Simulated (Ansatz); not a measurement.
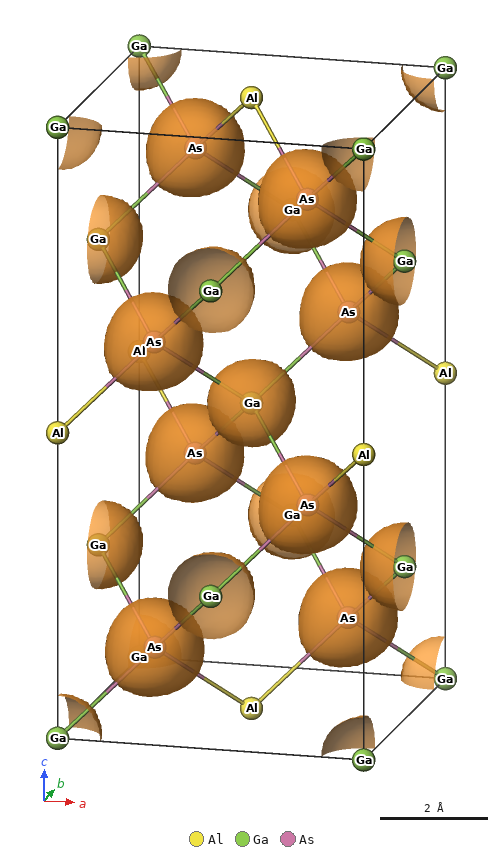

*AlGa3As4. Isosurface of the valence electron density at 0.6 e/Å³ (orange), seen slightly off an axis. Sticks mark near contacts.*

Space group I-42m; a structure generated by program, which may or may not match a known phase; changed on purpose from its base cell (volume × 1.10, shape and atoms relaxed); computed pressure about −5 GPa in this cell.

Method: DFT PBE, scalar-relativistic, plane waves, PAW in Ansatz 0.2.0.

In a PAW calculation such maps are meaningful between the atoms, not at the nuclei.

**What does this surface tell about the bonding?**

At this value the density breaks into separate islands; it holds about 75 % of the electrons treated as valence (semicore included). It bridges none of the near contacts. It is pinched off along the sampled Al–As (2.56 Å) and Ga–As (2.57 Å) contacts. On the grid the lowest density along these lines, outside the cores, is 0.31 e/Å³ (Al–As, 2.56 Å) and 0.4 e/Å³ (Ga–As, 2.57 Å).
